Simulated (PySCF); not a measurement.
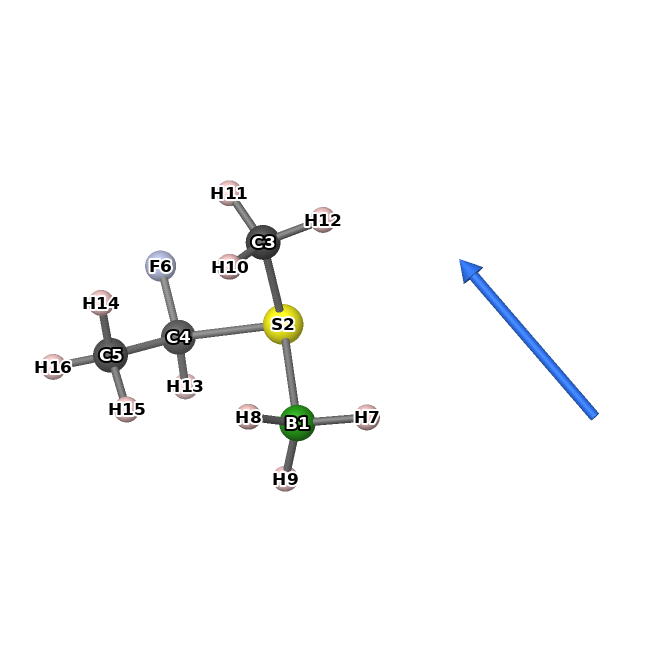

The arrow beside the molecule shows the direction of the dipole moment, from the negative to the positive end (its length means nothing). The computed structure is the end point of a GFN2-xTB optimisation. No frequency run is at hand to confirm it as a minimum. Level of theory: PBE0/def2-SVPD, gas phase (PySCF 2.14.0).

**Estimate the dipole moment.**

3.11 D; it points from the side of H7 to the side of F6, H11, H14 (the outermost atoms at the two ends).

The geometry is semi-empirical. Around B such bond lengths and angles can be off by a tenth of an ångström or more and by several degrees, and values that hang on the shape move with them.
